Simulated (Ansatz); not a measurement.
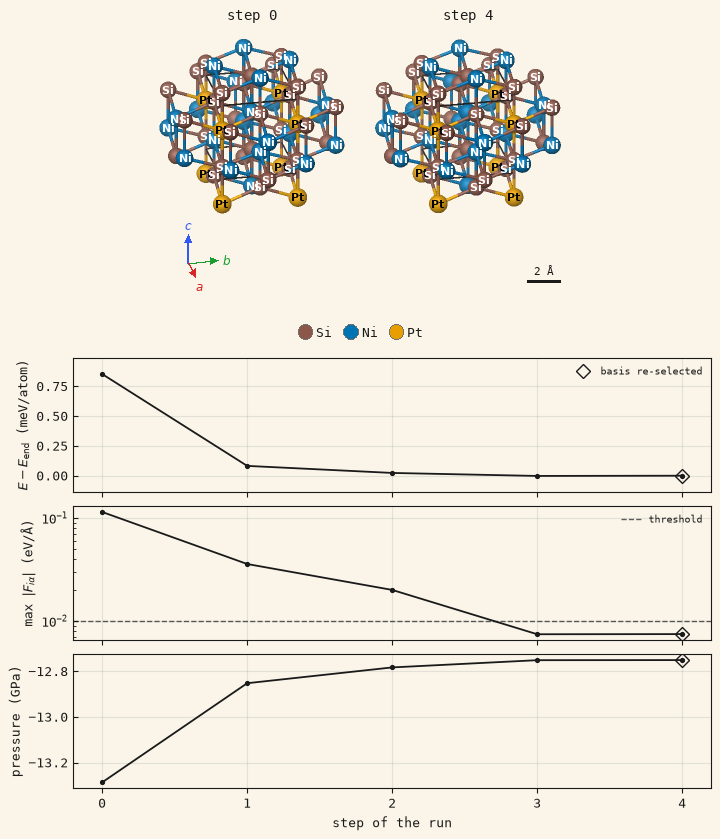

First and last geometry of a relaxation of solid Si4Ni3Pt (a generated structure, set up in P4mm), with the history of the run. A ball-and-stick model of the cell of the calculation, seen from a free direction.

The calculation used Ansatz, DFT PBE, scalar-relativistic, plane waves, PAW.

The input:
```yaml
crystal:
  lattice:
    - [4.7425369727, 0.0, 0.0]
    - [0.0, 4.7425369727, 0.0]
    - [0.0, 0.0, 4.9348828548]
  atoms:
    - { symbol: Si, position: [0.0, 0.5, 0.8457430773] }
    - { symbol: Si, position: [0.5, 0.0, 0.8457430773] }
    - { symbol: Si, position: [0.0, 0.0, 0.1684540128] }
    - { symbol: Si, position: [0.5, 0.5, 0.1552370237] }
    - { symbol: Ni, position: [0.0, 0.5, 0.3298518421] }
    - { symbol: Ni, position: [0.5, 0.0, 0.3298518421] }
    - { symbol: Ni, position: [0.5, 0.5, 0.6626462707] }
    - { symbol: Pt, position: [0.0, 0.0, 0.6624386647] }
basis:
  ecutwfc: 420
kpoints:
  mp_grid: { grid: [8, 8, 8] }
hamiltonian:
  xc: pbe
scf:
  occupations: { method: gaussian, width: 0.1 }
output:
  forces: true
  stress: true
  eigenvalues: true
relax:
  adjacent_minimum: "off"
  f_tol: 0.01
  max_steps: 30
  cell: { stress_tol: 0.1, fix: [volume] }
```

Run as
```bash
ansatz run input.yaml --threads 4 --pin off --max-ram 8192MiB --backend cpu --events-out ev --progress --plain --runs-dir out
```

Q: What do the curves and the structures tell?

A: It converged. The energy falls by 0.9 meV per atom in 3 accepted moves (4 points after the start). Largest force component: 0.11 eV/Å at the start, 0.0075 eV/Å at the end. The pressure goes from −13.29 to −12.75 GPa. At 1 point the geometry stayed and the basis and grid were re-selected for the new cell (energy shift of less than 0.05 meV per atom at most each time). The largest moves relative to the cell, 0.011 Å, are those of Ni7 and Pt8. Ni7 goes along +c. By element the largest moves are Ni 0.011 Å, Pt 0.010 Å, Si 0.009 Å. The drawn cell changes at constant volume: a = b 4.743 → 4.757 Å (+0.3 %), c 4.935 → 4.905 Å (−0.6 %). Among the contacts that change: Si4–Ni7 2.431 → 2.410 Å, Si3–Pt8 2.497 → 2.480 Å, Si1–Ni5 2.546 → 2.529 Å, Si1–Ni5 (another image) 2.389 → 2.376 Å. The space group stays P4mm (No. 99). The run took 65 s on 4 threads of Intel(R) Xeon(R) Processor @ 2.70GHz (shared host), peak memory 0.72 GiB.
